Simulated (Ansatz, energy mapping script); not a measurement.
# MnHg: J from the energies of magnetic orders, part 2 of 2

How strongly do the moments of MnHg couple under PBE? The plan is to run several orders and fit a Heisenberg model.

PBE; plane waves, collinear spin, no spin–orbit coupling.

So far. Step 4 (Order 2: compensated +−, cell A of 4 atoms): The run ends antiferromagnetic, 57.71 meV a magnetic atom above the parallel order of its cell (energies taken at zero occupation width, not the printed F). Step 5 (Order 3: parallel, cell B of 4 atoms): The run ends ferromagnetic. For each magnetic atom its energy differs from the parallel run of the first cell by -1.74 meV, an error that one common reference would have brought in.

In doubt: warnings of the run leave room for a lower electronic state (steps 7, 8, 9, 12), so energies may not be the lowest and differences between runs may mislead.

**6. Run 4 (compensated +−; cell B, 4 atoms)**

This order reverses 2 of the 6 neighbours at 3.31 Å, 8 of the 12 neighbours at 4.69 Å and 8 of the 8 neighbours at 5.74 Å, counted for an average magnetic atom.

Contents of input.yaml:

```yaml
crystal:
  lattice:
    - [3.315, 0.0, 0.0]
    - [0.0, 3.315, 0.0]
    - [0.0, 0.0, 6.63]
  atoms:
    - { symbol: Mn, position: [0.5, 0.5, 0.25], spin: 3.5 }
    - { symbol: Mn, position: [0.5, 0.5, 0.75], spin: -3.5 }
    - { symbol: Hg, position: [0.0, 0.0, 0.0] }
    - { symbol: Hg, position: [0.0, 0.0, 0.5] }
magnetization:
  spin_polarized: true
kpoints:
  mp_grid: { grid: [12, 12, 6] }
hamiltonian:
  xc: pbe
scf:
  occupations: { method: fermi_dirac, width: 0.1 }
output:
  eigenvalues: true
```

Launch:

```
$ ansatz run input.yaml --threads 4 --pin off --max-ram 8192MiB --backend cpu --events-out ev --progress --plain --runs-dir out
```

Numbers of over 12 decimals in the logs are rounded to 6 here.

Output:

```text
[...]
Crystal: 4 atoms, lattice volume = 72.859 Å³
Basis set: ecut = 420 eV, 1447 PW (Γ)
Bands: 47, of which v1, the nominal top of the filled ones, is band 35 counted from 1 (34 counted from 0)
Symmetry: 16 space group operations
[...]
k-points: 112 of 864
[...]
Starting moments: Σ|m| = 7 μB on 2 of 4 sites
[...]
k-point 0 ↑: bands = [... 31 lower, 13.7947, 13.9283, 14.0669, 16.3682, 17.2396, 17.2396, 17.5319, 17.6520, ... 8 higher]
  k-point 1 ↑: bands = [... 31 lower, 13.7969, 14.0679, 14.0701, 16.3669, 17.1979, 17.1979, 17.4937, 17.6515, ... 8 higher]
  k-point 2 ↑: bands = [... 31 lower, 13.8014, 14.0699, 14.7827, 16.3643, 17.1197, 17.1197, 17.3195, 17.6504, ... 8 higher]
  k-point 111 ↓: bands = [... 31 lower, 14.2666, 14.6703, 14.6703, 16.7457, 17.2871, 17.2871, 17.3300, 18.1127, ... 8 higher]
[key lines of the parts left out:]
SCF converged after 13 iterations
Magnetization: 0.0000 μB (35.0000 up, 35.0000 down)
Free energy (F): -35423.329525 eV
Fermi energy:    16.276254 eV
```

It took 16 s on 4 threads of Arm Neoverse V1, shared host; peak memory 0.85 GiB; 61 s of CPU time.

The run ends antiferromagnetic, 42.55 meV a magnetic atom below the parallel order of its cell (energies taken at zero occupation width, not the printed F).

**7. Parallel start in cell C (4 atoms)**

A new cell needs its own zero of energy.

This run holds the same structure in another cell (a 3.315 → 4.688 Å, b 3.315 → 4.688 Å, c 6.630 → 4.688 Å, α 90.0 → 60.0°, β 90.0 → 60.0°, γ 90.0 → 60.0°).

input.yaml, the sections that differ from step 6:

```yaml
crystal:
  lattice:
    - [-3.315, 0.0, -3.315]
    - [0.0, -3.315, -3.315]
    - [-3.315, -3.315, 0.0]
  atoms:
    - { symbol: Mn, position: [0.25, 0.25, 0.25], spin: 3.5 }
    - { symbol: Mn, position: [0.75, 0.75, 0.75], spin: 3.5 }
    - { symbol: Hg, position: [0.5, 0.5, 0.5] }
    - { symbol: Hg, position: [0.0, 0.0, 0.0] }
kpoints:
  mp_grid: { grid: [10, 10, 10] }
# magnetization, hamiltonian, scf, output: as in step 6
```

Output:

```text
[...]
Crystal: 4 atoms, lattice volume = 72.859 Å³
Basis set: ecut = 420 eV, 1411 PW (Γ)
Bands: 47, of which v1, the nominal top of the filled ones, is band 35 counted from 1 (34 counted from 0)
Symmetry: 96 space group operations
[...]
k-points: 47 of 1000
[...]
Starting moments: Σ|m| = 7 μB on 2 of 4 sites
[...]
k-point 0 ↑: bands = [... 31 lower, 13.3474, 14.2129, 14.2129, 14.2129, 14.2857, 14.2857, 16.7066, 20.3617, ... 8 higher]
  k-point 1 ↑: bands = [... 31 lower, 13.3433, 14.1180, 14.1890, 14.1890, 14.2547, 14.2547, 16.6818, 19.1285, ... 8 higher]
  k-point 2 ↑: bands = [... 31 lower, 13.3400, 13.8998, 14.1199, 14.1199, 14.1641, 14.1641, 16.2647, 18.3569, ... 8 higher]
  k-point 46 ↓: bands = [... 31 lower, 16.4881, 16.5176, 16.7139, 17.0050, 17.2825, 17.5610, 17.5699, 18.2650, ... 8 higher]
[key lines of the parts left out:]
SCF converged after 10 iterations
Magnetization: 7.7866 μB (38.8933 up, 31.1067 down)
Free energy (F): -35423.243233 eV
Fermi energy:    16.241306 eV
```

Wall time 6 s (4 threads); peak memory 0.61 GiB.

The run ends ferromagnetic. For each magnetic atom its energy differs from the parallel run of the first cell by -1.16 meV, an error that one common reference would have brought in.

**8. Order 6: compensated +−, cell C of 4 atoms**

This order reverses 6 of the 6 neighbours at 3.31 Å, 0 of the 12 neighbours at 4.69 Å and 8 of the 8 neighbours at 5.74 Å, counted for an average magnetic atom.

input.yaml, as its differences from that of step 7:

```diff
@@ -7,3 +7,3 @@
     - { symbol: Mn, position: [0.25, 0.25, 0.25], spin: 3.5 }
-    - { symbol: Mn, position: [0.75, 0.75, 0.75], spin: 3.5 }
+    - { symbol: Mn, position: [0.75, 0.75, 0.75], spin: -3.5 }
     - { symbol: Hg, position: [0.5, 0.5, 0.5] }
```

Output:

```text
[...]
Crystal: 4 atoms, lattice volume = 72.859 Å³
Basis set: ecut = 420 eV, 1411 PW (Γ)
Bands: 47, of which v1, the nominal top of the filled ones, is band 35 counted from 1 (34 counted from 0)
Symmetry: 48 space group operations
[...]
k-points: 47 of 1000
[...]
Starting moments: Σ|m| = 7 μB on 2 of 4 sites
[...]
k-point 0 ↑: bands = [... 31 lower, 13.6521, 16.3720, 16.3720, 16.3720, 16.6501, 17.3578, 17.3578, 20.9753, ... 8 higher]
  k-point 1 ↑: bands = [... 31 lower, 13.6407, 15.7568, 16.3606, 16.3606, 17.2539, 17.3043, 17.3043, 19.7483, ... 8 higher]
  k-point 2 ↑: bands = [... 31 lower, 13.6188, 15.0280, 16.3092, 16.3092, 17.1919, 17.1919, 17.8482, 18.6446, ... 8 higher]
  k-point 46 ↓: bands = [... 31 lower, 13.7734, 13.8344, 13.9842, 14.2850, 16.6786, 16.9855, 17.0984, 17.2672, ... 8 higher]
[key lines of the parts left out:]
SCF converged after 10 iterations
Magnetization: 0.0000 μB (35.0000 up, 35.0000 down)
Free energy (F): -35423.431100 eV
Fermi energy:    16.259922 eV
```

It took 4.2 s on 4 threads; peak memory 0.6 GiB; 15 s of CPU time.

The run ends antiferromagnetic, 100.06 meV a magnetic atom below the parallel order of its cell (energies taken at zero occupation width, not the printed F).

**9. Parallel start in cell D (6 atoms)**

A new cell needs its own zero of energy.

input.yaml, the sections that differ from step 8:

```yaml
crystal:
  lattice:
    - [3.315, 0.0, 0.0]
    - [0.0, 3.315, 0.0]
    - [0.0, 0.0, 9.945]
  atoms:
    - { symbol: Mn, position: [0.5, 0.5, 0.166666667], spin: 3.5 }
    - { symbol: Mn, position: [0.5, 0.5, 0.5], spin: 3.5 }
    - { symbol: Mn, position: [0.5, 0.5, 0.833333333], spin: 3.5 }
    - { symbol: Hg, position: [0.0, 0.0, 0.0] }
    - { symbol: Hg, position: [0.0, 0.0, 0.333333333] }
    - { symbol: Hg, position: [0.0, 0.0, 0.666666667] }
kpoints:
  mp_grid: { grid: [12, 12, 4] }
# magnetization, hamiltonian, scf, output: as in step 8
```

Output:

```text
[...]
Crystal: 6 atoms, lattice volume = 109.288 Å³
Basis set: ecut = 420 eV, 2161 PW (Γ)
Bands: 70, of which v1, the nominal top of the filled ones, is band 53 counted from 1 (52 counted from 0)
Symmetry: 48 space group operations
[...]
k-points: 84 of 576
[...]
Starting moments: Σ|m| = 10.5 μB on 3 of 6 sites
[...]
k-point 0 ↑: bands = [... 49 lower, 13.6584, 13.6584, 13.6584, 14.0531, 14.0531, 14.2160, 14.2160, 14.2160, ... 13 higher]
  k-point 1 ↑: bands = [... 49 lower, 13.5480, 13.8227, 13.8227, 14.0122, 14.1082, 14.1569, 14.1569, 14.2017, ... 13 higher]
  k-point 2 ↑: bands = [... 49 lower, 13.5094, 13.9971, 14.0065, 14.0065, 14.0065, 14.0065, 14.1625, 14.1625, ... 13 higher]
  k-point 83 ↓: bands = [... 49 lower, 17.0326, 17.0326, 18.1274, 18.1274, 18.1274, 18.1274, 18.1546, 18.1546, ... 13 higher]
[key lines of the parts left out:]
SCF converged after 10 iterations
Magnetization: 11.6614 μB (58.3307 up, 46.6693 down)
Free energy (F): -53134.866330 eV
Fermi energy:    16.243747 eV
```

The job ended after 25 s (4 threads; peak memory 1.1 GiB; 95 s of CPU time).

The run ends ferromagnetic. For each magnetic atom its energy differs from the parallel run of the first cell by -1.74 meV, an error that one common reference would have brought in.

**10. Run 8 (uncompensated ++−; cell D, 6 atoms)**

This order reverses 1.33 of the 6 neighbours at 3.31 Å, 5.33 of the 12 neighbours at 4.69 Å and 5.33 of the 8 neighbours at 5.74 Å, counted for an average magnetic atom.

input.yaml, as its differences from that of step 9:

```diff
@@ -8,3 +8,3 @@
     - { symbol: Mn, position: [0.5, 0.5, 0.5], spin: 3.5 }
-    - { symbol: Mn, position: [0.5, 0.5, 0.833333333], spin: 3.5 }
+    - { symbol: Mn, position: [0.5, 0.5, 0.833333333], spin: -3.5 }
     - { symbol: Hg, position: [0.0, 0.0, 0.0] }
```

Output:

```text
[...]
Crystal: 6 atoms, lattice volume = 109.288 Å³
Basis set: ecut = 420 eV, 2161 PW (Γ)
Bands: 70, of which v1, the nominal top of the filled ones, is band 53 counted from 1 (52 counted from 0)
Symmetry: 16 space group operations
[...]
k-points: 84 of 576
[...]
Starting moments: Σ|m| = 10.5 μB on 3 of 6 sites
[...]
k-point 0 ↑: bands = [... 49 lower, 13.9815, 14.0287, 14.1368, 14.6204, 15.5447, 16.3729, 17.1445, 17.1445, ... 13 higher]
  k-point 1 ↑: bands = [... 49 lower, 13.9846, 14.0277, 14.1378, 14.2894, 16.3728, 16.4001, 17.1319, 17.1319, ... 13 higher]
  k-point 2 ↑: bands = [... 49 lower, 13.9876, 14.0267, 14.1388, 14.1800, 16.3728, 16.9916, 17.1195, 17.1195, ... 13 higher]
  k-point 83 ↓: bands = [... 49 lower, 14.7462, 16.6225, 16.8162, 16.8162, 17.0005, 17.5702, 17.7158, 18.0408, ... 13 higher]
[key lines of the parts left out:]
SCF converged after 13 iterations
Magnetization: 3.8886 μB (54.4443 up, 50.5557 down)
Free energy (F): -53134.966811 eV
Fermi energy:    16.269652 eV
```

Wall time 30 s (4 threads); peak memory 1.2 GiB.

The run ends ferrimagnetic, 35.24 meV a magnetic atom below the parallel order of its cell (energies taken at zero occupation width, not the printed F).

**11. Run 9 (parallel; cell E, 6 atoms)**

The parallel order again, as the reference for this cell.

This run holds the same structure in another cell (b 3.315 → 4.688 Å, c 9.945 → 7.413 Å, α 90.0 → 108.4°).

input.yaml, the sections that differ from step 10:

```yaml
crystal:
  lattice:
    - [-3.315, 0.0, 0.0]
    - [0.0, 3.315, 3.315]
    - [0.0, 3.315, -6.63]
  atoms:
    - { symbol: Mn, position: [0.5, 0.5, 0.0], spin: 3.5 }
    - { symbol: Mn, position: [0.5, 0.833333333, 0.666666667], spin: 3.5 }
    - { symbol: Mn, position: [0.5, 0.166666667, 0.333333333], spin: 3.5 }
    - { symbol: Hg, position: [0.0, 0.0, 0.0] }
    - { symbol: Hg, position: [0.0, 0.333333333, 0.666666667] }
    - { symbol: Hg, position: [0.0, 0.666666667, 0.333333333] }
kpoints:
  mp_grid: { grid: [12, 9, 9] }
# magnetization, hamiltonian, scf, output: as in step 10
```

Output:

```text
[...]
Crystal: 6 atoms, lattice volume = 109.288 Å³
Basis set: ecut = 420 eV, 2167 PW (Γ)
Bands: 70, of which v1, the nominal top of the filled ones, is band 53 counted from 1 (52 counted from 0)
Symmetry: 24 space group operations
[...]
k-points: 175 of 972
[...]
Starting moments: Σ|m| = 10.5 μB on 3 of 6 sites
[...]
k-point 0 ↑: bands = [... 49 lower, 13.6181, 13.8922, 13.8922, 14.1925, 14.1925, 14.2175, 14.2176, 14.2177, ... 13 higher]
  k-point 1 ↑: bands = [... 49 lower, 13.7173, 13.8159, 13.9854, 14.1892, 14.1926, 14.1933, 14.1934, 14.2165, ... 13 higher]
  k-point 2 ↑: bands = [... 49 lower, 13.8156, 13.8483, 14.0774, 14.1122, 14.1222, 14.1939, 14.1944, 14.2137, ... 13 higher]
  k-point 174 ↓: bands = [... 49 lower, 16.8901, 16.9180, 17.5448, 17.7056, 17.7708, 17.7708, 17.7988, 17.7988, ... 13 higher]
[key lines of the parts left out:]
SCF converged after 10 iterations
Magnetization: 11.6516 μB (58.3258 up, 46.6742 down)
Free energy (F): -53134.865973 eV
Fermi energy:    16.244079 eV
```

Elapsed: 51 s, on 4 threads; peak memory 1.8 GiB.

The run ends ferromagnetic. For each magnetic atom its energy differs from the parallel run of the first cell by -1.61 meV, an error that one common reference would have brought in.

**12. Run 10 (uncompensated ++−; cell E, 6 atoms)**

This order reverses 2.67 of the 6 neighbours at 3.31 Å, 6.67 of the 12 neighbours at 4.69 Å and 2.67 of the 8 neighbours at 5.74 Å, counted for an average magnetic atom.

input.yaml, as its differences from that of step 11:

```diff
@@ -8,3 +8,3 @@
     - { symbol: Mn, position: [0.5, 0.833333333, 0.666666667], spin: 3.5 }
-    - { symbol: Mn, position: [0.5, 0.166666667, 0.333333333], spin: 3.5 }
+    - { symbol: Mn, position: [0.5, 0.166666667, 0.333333333], spin: -3.5 }
     - { symbol: Hg, position: [0.0, 0.0, 0.0] }
```

Output:

```text
[...]
Crystal: 6 atoms, lattice volume = 109.288 Å³
Basis set: ecut = 420 eV, 2167 PW (Γ)
Bands: 70, of which v1, the nominal top of the filled ones, is band 53 counted from 1 (52 counted from 0)
Symmetry: 8 space group operations
[...]
k-points: 175 of 972
[...]
Starting moments: Σ|m| = 10.5 μB on 3 of 6 sites
[...]
k-point 0 ↑: bands = [... 49 lower, 14.1365, 14.1959, 14.2128, 15.5130, 15.9244, 16.6415, 16.7886, 17.3931, ... 13 higher]
  k-point 1 ↑: bands = [... 49 lower, 14.1357, 14.1964, 14.2123, 15.3898, 15.9080, 16.7091, 16.7699, 17.3834, ... 13 higher]
  k-point 2 ↑: bands = [... 49 lower, 14.1311, 14.1976, 14.2108, 15.1263, 15.8471, 16.7121, 16.8197, 17.3606, ... 13 higher]
  k-point 174 ↓: bands = [... 49 lower, 15.3006, 15.3857, 15.4446, 16.8799, 16.9903, 17.2537, 17.5928, 17.6882, ... 13 higher]
[key lines of the parts left out:]
SCF converged after 13 iterations
Magnetization: 3.7240 μB (54.3620 up, 50.6380 down)
Free energy (F): -53134.813958 eV
Fermi energy:    16.240186 eV
```

Run time: 63 s. Hardware: 4 threads; peak memory 1.8 GiB.

The run ends ferrimagnetic, 16.22 meV a magnetic atom above the parallel order of its cell (energies taken at zero occupation width, not the printed F).

**13. From energies to couplings**

Each energy difference is a sum of couplings weighted by the pairs that the order reverses. A few near shells are fitted to the differences by least squares. Energies are those extrapolated to zero occupation width, not the free energies F.

Energies from the parallel order of the same cell:

```
                      order  atoms  energy (meV a magnetic atom)  moments (μB)  moments kept as typed  opposed neighbours at 3.31, 4.69, 5.74 Å
         parallel in cell A      4                          0.00          3.86                    yes                                   0, 0, 0
   compensated +− in cell A      4                         57.71          3.88                    yes                                   4, 8, 0
         parallel in cell B      4                          0.00          3.86                    yes                                   0, 0, 0
   compensated +− in cell B      4                        -42.55          3.87                    yes                                   2, 8, 8
         parallel in cell C      4                          0.00          3.86                    yes                                   0, 0, 0
   compensated +− in cell C      4                       -100.06          3.89                    yes                                   6, 0, 8
         parallel in cell D      6                          0.00          3.86                    yes                                   0, 0, 0
uncompensated ++− in cell D      6                        -35.24          3.87                    yes                          1.33, 5.33, 5.33
         parallel in cell E      6                          0.00          3.86                    yes                                   0, 0, 0
uncompensated ++− in cell E      6                         16.22  3.83 to 3.91                    yes                          2.67, 6.67, 2.67
```

Couplings from the energies, with E = −Σ J e·e over ordered pairs:

```
 pair  distance (Å)  neighbours  J (meV)
Mn–Mn          3.31           6    0.242
Mn–Mn          4.69          12     3.56
Mn–Mn          5.74           8    -6.44
Mn–Mn          6.63           6   -0.130
```

Adding the shell at 7.41 Å gives 3.8, 3.6, -6.3, 1.2 and -0.96 meV and a mean-field temperature of 779 K, an exact solve that tests nothing.

In mean field these couplings order at 712 K, at q = (0.50, 0.50, 0.50) in fractions of the conventional cell's reciprocal vectors, and give a Curie–Weiss temperature of -62.4 K.

**14. Ordering temperature by Monte Carlo**

Mean field ignores fluctuations and overstates the ordering temperature, so the model is also sampled. The heat capacity peaks where order sets in.

Classical unit spins with these couplings on 6×6×6 copies of a cell that holds the lowest order (432 spins), heat-bath sweeps, cooled from random directions, 1456 sweeps to settle and 4368 measured at each temperature, averaged over 4 runs.

```
T (K)  order along the lowest pattern  net moment  heat capacity (k_B a spin)
 85.4                            0.96        0.01                        1.03
  146                            0.92        0.02                        1.08
  237                            0.86        0.02                        1.19
  298                            0.82        0.02                        1.28
  358                            0.77        0.03                        1.39
  449                            0.68        0.03                        1.65
  510                            0.60        0.03                        1.88
  571                            0.48        0.04                        2.10
  631                            0.32        0.04                        1.88
  722                            0.15        0.04                        0.37
  783                            0.11        0.04                        0.19
```

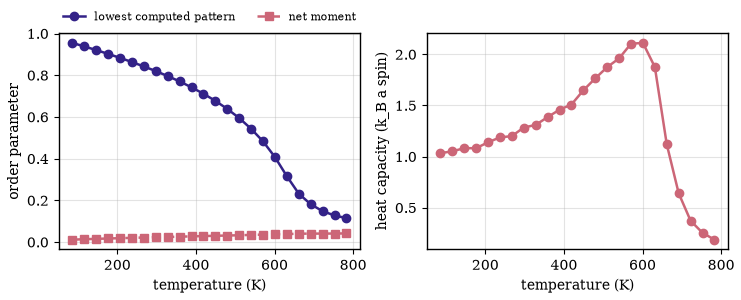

Order parameter and heat capacity against temperature.

The smoothed heat capacity peaks at 581 K.

**15. Outcome**

```json
{
 "lowest order tried": "compensated +− in cell C",
 "largest fitted value, Mn–Mn at 5.74 Å": "-6.44 meV",
 "ordering temperature, mean field": "712 K",
 "heat-capacity peak, Monte Carlo": "581 K"
}
```

Of the orders tried, MnHg prefers the order “compensated +− in cell C” under PBE, with 6 of 6 neighbours at 3.31 Å, 0 of 12 neighbours at 4.69 Å and 8 of 8 neighbours at 5.74 Å opposed, and the heat capacity of the fitted model peaks near 581 K (Monte Carlo, classical spins). The largest fitted coupling is the Mn–Mn pair at 5.74 Å, antiferromagnetic at -6.4 meV. It also takes up the part of reversed shells that are not fitted, so neither its size nor its rank as a single path is established. The orders also reverse pairs at 7.41 Å, which are not fitted, so the fitted values hold their part too. With 5 differences for 4 couplings the fit misses by 4.9 meV at most, a small part of the spread. In the fitted orders moments change by up to 1.5 % against the parallel run of the same cell, so their size stays put. Every order is gapless on its mesh at this level. In a metal exchange reaches farther, and a short model of fixed moments is less apt. Monte Carlo puts the peak at 0.82 of the mean-field temperature, since mean field leaves out fluctuations. In tests on simple cubic and body-centred models such peaks lay 5 to 6 % under the bulk value.

[Logs and program files are shortened in this print: banners, set-up blocks, solver, clock and traceback lines can be left out without a mark of their own.]

[Logs are printed without paths, hosts, clocks, repeated set-up lines and the standing remarks that a program may print on its own settings, such as how far it seeks lower states.]

[Hosts, paths, dates, database ids (printed as entryN), source tags and the programs' standing remarks are cut or masked in the printed files.]

[Where a cell is said to come from a database of computed structures, the database is the Materials Project.]
